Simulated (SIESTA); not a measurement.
Converging the k-point mesh at a smearing width of 0.02 eV: CuAu (P4mm, 2 atoms in the cell)

```
CELL_PARAMETERS angstrom
      2.81400     0.00000     0.00000
      0.00000     2.81400     0.00000
      0.00000     0.00000     3.68835
ATOMIC_POSITIONS crystal
  Cu 0.00000 0.00000 0.01356
  Au 0.50000 0.50000 0.50000
```

Level of theory: GGA PBEsol, numerical atomic orbitals DZP, PseudoDojo PBEsol standard norm-conserving potentials (rewritten from UPF to PSML) in SIESTA.

Base settings: XC.functional = GGA; XC.authors = PBEsol; potentials = PseudoDojo PBEsol standard; PAO.BasisSize = DZP; PAO.EnergyShift = 0.005 Ry; MeshCutoff = 350 Ry; kgrid.MonkhorstPack = 5 5 4; OccupationFunction = FD; ElectronicTemperature = 1160.45 K; MaxSCFIterations = 150.

In this ladder: ElectronicTemperature = 232.09 K.

Only quantities that move along the ladder and can be compared are tabulated.

Core times come from one kind of shared machine, to one figure; runs under 30 s give none.

The starting cell has typed, rounded lattice constants, without a prior relaxation at this level. Its lattice was rescaled by up to half a per cent. One atom was moved a little off its site on purpose. Spin polarisation is off. Values carry the incompleteness of an atom-centred basis. In the base run, with a pressure of about -5 GPa the cell is away from its equilibrium volume at this level. Without a gap this mesh is coarse (it stands for a supercell whose shortest vector is 14 Å).

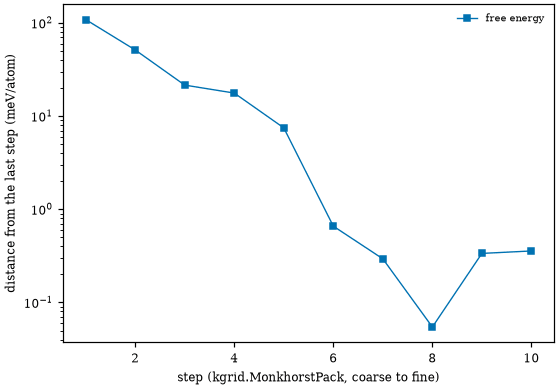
*Distance from the last step along the ladder; very small values are drawn at a floor.*

```csv
kgrid.MonkhorstPack,free energy less the last step's (meV/atom),pressure (GPa),largest difference of a force vector from the last step's (eV/Å),core time / last (rough)
4 4 3,108.74,-3.85,0.001,–
5 5 4,-51.31,-5.35,0.011,–
6 6 5,21.51,-4.67,0.002,–
7 7 6,-17.68,-4.96,0.010,–
9 9 7,-7.48,-5.16,0.002,–
11 11 8,0.66,-5.02,0.003,–
13 13 10,0.29,-4.98,0.002,–
15 15 12,-0.05,-5.01,0.001,0.2
19 19 14,0.34,-4.93,0.001,0.4
23 23 17,0.36,-4.91,0.000,0.6
28 28 21,0.00,-4.88,0.000,1
```

Coarsest kgrid.MonkhorstPack that holds the forces within 0.005 eV/Å of the last step, with all finer ones: 9 9 7; the step before is off by 0.010 eV/Å.

Coarsest kgrid.MonkhorstPack that holds the free energy within 2 meV/atom of the last step, with all finer ones: 11 11 8; the step before is off by 7.5 meV/atom.

Coarsest kgrid.MonkhorstPack that holds the pressure within 0.1 GPa of the last step, with all finer ones: 19 19 14, at about 0.4 of the last step's time; the step before is off by 0.13 GPa.
